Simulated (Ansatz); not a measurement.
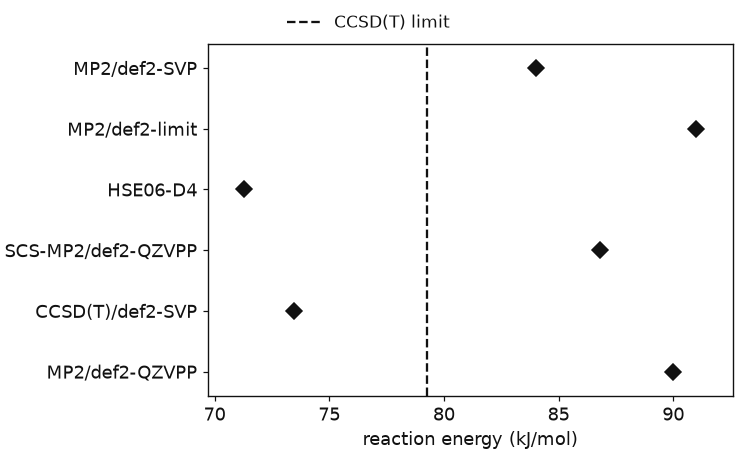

Electronic reaction energy of AlSiH₅SO ([AlH2][O][SiH2]S) + AlH₃ ([AlH3]) → Al₂SiH₆O ([AlH2][O][SiH2][AlH2]) + H₂S (S) (SMILES in brackets) at several levels (functionals in def2-TZVPP unless a basis is named), isolated molecules at PBE0-D4 triple-zeta geometries, minima by their frequencies, no zero-point or thermal terms, the Ansatz code 0.2.0. The line is frozen-core CCSD(T) at the basis limit (MP2 extrapolated from triple and quadruple zeta, plus CCSD(T) less MP2 in a smaller set). The distance of MP2/def2-SVP, SCS-MP2/def2-QZVPP, CCSD(T)/def2-SVP and MP2/def2-QZVPP to the limit includes basis error.

What do zero-point energy and temperature add?

Zero-point change −1.1 kJ/mol; at 298.15 K and 1 bar the CCSD(T) limit plus thermal terms gives an enthalpy of reaction of 80.8 and a free energy of 72.1 kJ/mol (harmonic PBE0-D4 modes, ideal gas).

Give the values.

```tsv
level	kJ/mol	less CCSD(T) limit
MP2/def2-SVP	84.0	4.7
MP2/def2-limit	91.0	11.7
HSE06-D4	71.3	−8.0
SCS-MP2/def2-QZVPP	86.8	7.5
CCSD(T)/def2-SVP	73.5	−5.8
MP2/def2-QZVPP	90.0	10.7
CCSD(T) limit	79.3	0.0
```

Known limits of this run: one conformer of each flexible molecule.
